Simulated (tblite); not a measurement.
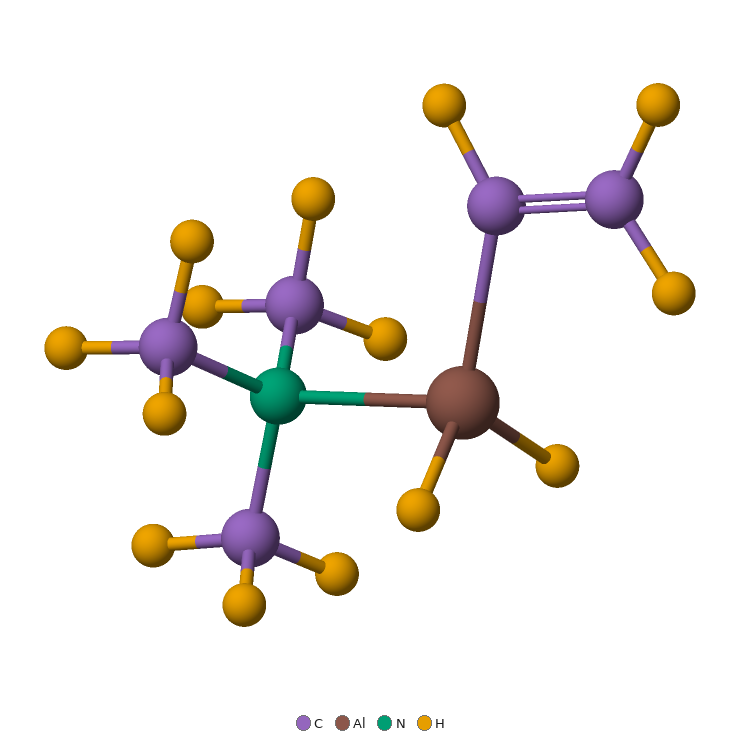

Figure made from data computed with tblite.

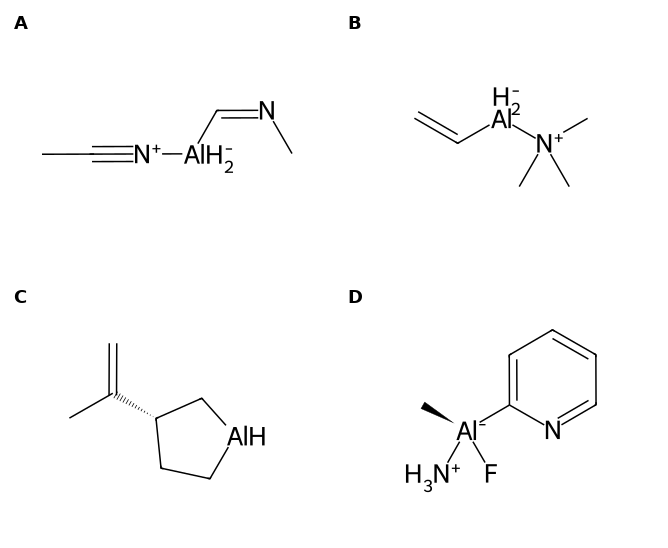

### The first picture shows one of the molecules drawn in the second. Which?

B, `C=[CH][AlH2-][N+](C)(C)C`.
